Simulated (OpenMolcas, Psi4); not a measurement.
## How methods differ on GeSiH5Cl (SMILES [SiH3][GeH2][Cl])

GeSiH5Cl has 8 atoms, charge 0, and is taken as a singlet. As SMILES, `[SiH3][GeH2][Cl]`. Geometry: relaxed at PBE0-D4/def2-TZVP.

Quantity: the dipole moment, in D. The values are calculated.

```json
{"level": "SVWN5/def2-SVP", "kind": "LDA", "program": "OpenMolcas", "value (D)": "1.88", "CPU time": "26 s"}
{"level": "revPBE/def2-SVP", "kind": "GGA", "program": "OpenMolcas", "value (D)": "1.90", "CPU time": "48 s"}
{"level": "TPSS/def2-SVP", "kind": "meta-GGA", "program": "OpenMolcas", "value (D)": "1.98", "CPU time": "67 s"}
{"level": "r2SCAN/def2-SVP", "kind": "meta-GGA", "program": "OpenMolcas", "value (D)": "2.06", "CPU time": "72 s"}
{"level": "B3LYP/def2-SVP", "kind": "global hybrid", "program": "OpenMolcas", "value (D)": "1.98", "CPU time": "62 s"}
{"level": "BHLYP/def2-SVP", "kind": "global hybrid", "program": "OpenMolcas", "value (D)": "2.15", "CPU time": "66 s"}
{"level": "M06-2X/def2-SVP", "kind": "hybrid meta-GGA", "program": "OpenMolcas", "value (D)": "2.14", "CPU time": "67 s"}
{"level": "TPSSh-D3(BJ)/def2-SVP (density fitting)", "kind": "hybrid meta-GGA", "program": "Psi4", "value (D)": "2.04", "CPU time": "26 s"}
```

All-electron rows without a relativistic Hamiltonian named are non-relativistic. The values span 1.88 to 2.15 D. Magnitudes only. CPU times are rough (shared hosts, several kinds of processor and program).

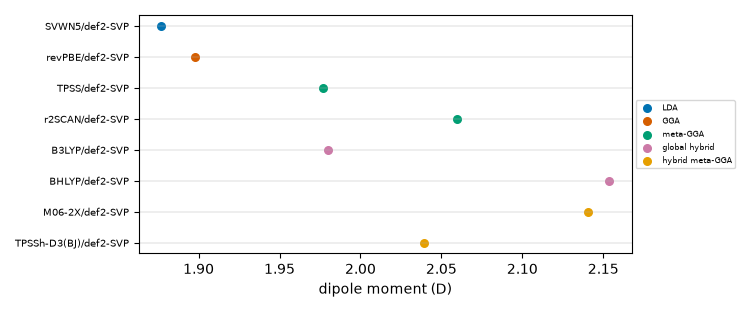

The values of the table, level by level.
